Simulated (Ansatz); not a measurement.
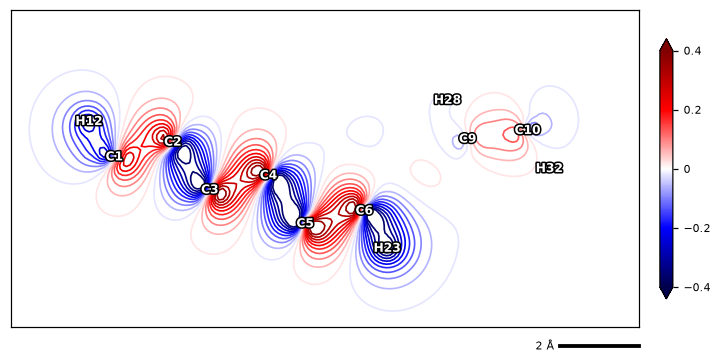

Figure. C$_{10}$H$_{22}$ (SMILES CCCCCCCCCC). The HOMO−1 on the plane of atoms C2, C1 and H12 (values in Å⁻³ᐟ²; the overall sign is arbitrary).

Geometry: PBE-D4/def2-SVP.

All numbers below come from RKS PBE0-D4/def2-TZVP (Ansatz 0.2.0).

Input

```
crystal:
  periodic: [false, false, false]
  atoms:
    - {symbol: C, position_ang: [5.337187, -0.242383, 0.600051]}
    - {symbol: C, position_ang: [3.836614, -0.312979, 0.886029]}
    - {symbol: C, position_ang: [2.969627, 0.233188, -0.252652]}
    - {symbol: C, position_ang: [1.465207, 0.170220, 0.024786]}
    - {symbol: C, position_ang: [0.607008, 0.708210, -1.125439]}
    - {symbol: C, position_ang: [-0.902544, 0.731411, -0.850300]}
    - {symbol: C, position_ang: [-1.536965, -0.652188, -0.656057]}
    - {symbol: C, position_ang: [-3.067460, -0.643289, -0.543962]}
    - {symbol: C, position_ang: [-3.622528, 0.084145, 0.686679]}
    - {symbol: C, position_ang: [-5.145928, 0.005527, 0.796595]}
    - {symbol: H, position_ang: [5.602634, -0.824472, -0.307535]}
    - {symbol: H, position_ang: [5.937110, -0.644329, 1.441577]}
    - {symbol: H, position_ang: [5.665708, 0.803844, 0.425482]}
    - {symbol: H, position_ang: [3.606222, 0.247657, 1.819782]}
    - {symbol: H, position_ang: [3.543664, -1.366931, 1.092653]}
    - {symbol: H, position_ang: [3.194703, -0.329349, -1.187766]}
    - {symbol: H, position_ang: [3.261544, 1.287566, -0.464072]}
    - {symbol: H, position_ang: [1.183449, -0.882580, 0.248919]}
    - {symbol: H, position_ang: [1.236724, 0.744365, 0.952126]}
    - {symbol: H, position_ang: [0.804053, 0.103976, -2.040699]}
    - {symbol: H, position_ang: [0.945105, 1.739765, -1.369935]}
    - {symbol: H, position_ang: [-1.095923, 1.364992, 0.043912]}
    - {symbol: H, position_ang: [-1.415331, 1.241192, -1.696464]}
    - {symbol: H, position_ang: [-1.112267, -1.139073, 0.250091]}
    - {symbol: H, position_ang: [-1.242224, -1.300621, -1.511354]}
    - {symbol: H, position_ang: [-3.434531, -1.693905, -0.531606]}
    - {symbol: H, position_ang: [-3.500642, -0.185941, -1.463384]}
    - {symbol: H, position_ang: [-3.157169, -0.346123, 1.602273]}
    - {symbol: H, position_ang: [-3.309864, 1.150946, 0.665859]}
    - {symbol: H, position_ang: [-5.492239, -1.047485, 0.863223]}
    - {symbol: H, position_ang: [-5.523376, 0.538795, 1.692623]}
    - {symbol: H, position_ang: [-5.637559, 0.455850, -0.091436]}
basis:
  gaussian: {orbitals: def2-TZVP, initial_orbitals: start.molden}
hamiltonian: {xc: pbe0, dispersion: d4}
scf: {omitted_lower_state_checks: [starts]}
output: {orbitals: {seedname: orbitals}}
```

Launched as:

```sh
ansatz run in.yaml --threads 4 --pin off --events-out ev --progress --plain --max-ram 9574MiB
```

Question: Where does this orbital lie, and at what energy?

Answer: By Hirshfeld shares it lies mainly on C6 (about 15 %), C5 (about 10 %), C4 (about 10 %), C3 (about 10 %), C2 (about 10 %) and H23 (about 5 %). Its energy is −8.55 eV.
